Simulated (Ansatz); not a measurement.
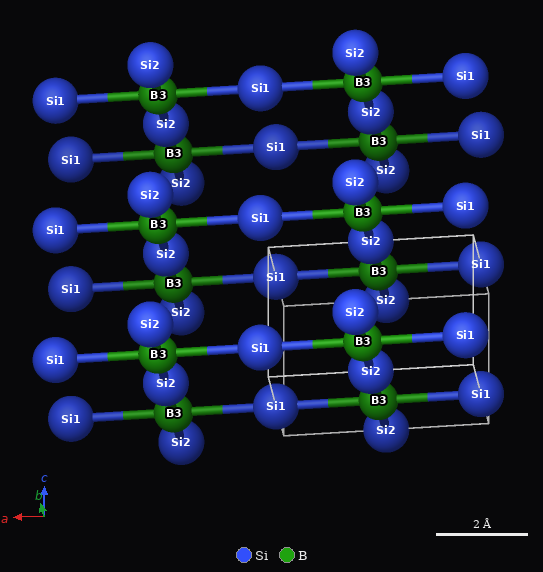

Starting structure of a crystal of Si2B (a generated structure, set up in Cmmm) (coarse preliminary run). Style: ball-and-stick. Shown: the cell of the calculation, repeated 2 × 2 × 2 with one cell outlined, from a free direction.

Theory: DFT PBE, scalar-relativistic, plane waves, PAW in Ansatz 0.2.0.

Input
```yaml
crystal:
  lattice:
    - [3.0371708, -3.48632838, 0.0]
    - [3.0371708, 3.48632838, 0.0]
    - [0.0, 0.0, 2.97998403]
  atoms:
    - { symbol: Si, position: [0.0, 0.5, 0.0] }
    - { symbol: Si, position: [0.5, 0.0, 0.0] }
    - { symbol: B, position: [0.5, 0.5, 0.0] }
basis:
  ecutwfc: 420
kpoints:
  mp_grid: { grid: [4, 4, 6] }
hamiltonian:
  xc: pbe
scf:
  occupations: { method: gaussian, width: 0.1 }
  lower_state_search: "off"
output:
  forces: true
  stress: true
  eigenvalues: true
relax:
  adjacent_minimum: "off"
  f_tol: 0.04
  max_steps: 70
  cell: { stress_tol: 0.4 }
```

Command:
```bash
ansatz run input.yaml --threads 1 --pin off --max-ram 2560MiB --backend cpu --events-out ev --progress --plain --runs-dir out
```

Q: Predict the outcome.

A: The energy falls by 1.934 eV per cell of the calculation in 7 accepted moves (9 points after the start). All forces vanish by symmetry, so only the cell relaxes. Pressure: −16.63 GPa at the start and 0.20 GPa at the end. The line search rejected the trial step at point 6 of the run. At 1 point the geometry stayed and the basis and grid were re-selected for the new cell (energy shift of 1.6 meV per cell of the calculation at most each time). The atoms keep their places relative to the cell (all moves are under 0.005 Å). Cell: a = b 4.624 → 4.205 Å (−9.1 %), c 2.980 → 2.402 Å (−19.4 %), γ 97.9° → 104.7°. Volume −34.9 %. Some distances before and after: Si1–Si1 2.980 → 2.402 Å, Si1–Si2 3.037 → 2.569 Å, Si1–B3 2.312 → 2.102 Å. Bond angles that change, for instance: Si1–B3–Si2 97.9° → 104.7°, Si1–B3–Si2 82.1° → 75.3°. The space group stays Cmmm (No. 65). Cost: 22 s on 1 thread of Intel(R) Xeon(R) Processor @ 2.70GHz, with other jobs on the host, peak memory 0.34 GiB.

Final geometry:

```
Si B
1.0
     2.56937   -3.32824    0.00000
     2.56937    3.32824    0.00000
     0.00000    0.00000    2.40229
Si B
2 1
Direct
  0.00000 0.50000 0.00000
  0.50000 0.00000 0.00000
  0.50000 0.50000 0.00000
```

The end point in the same view:

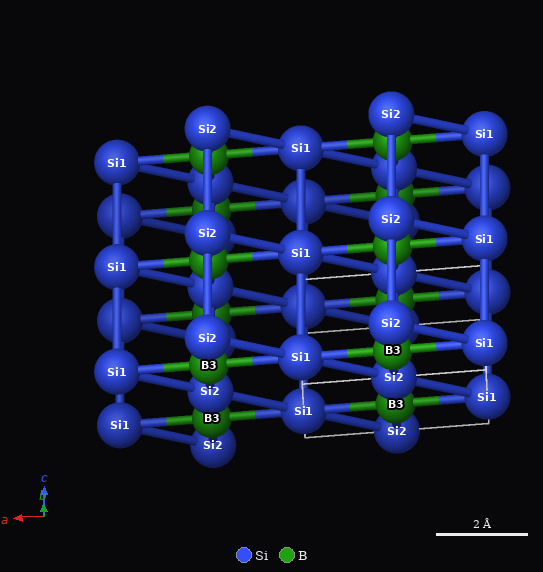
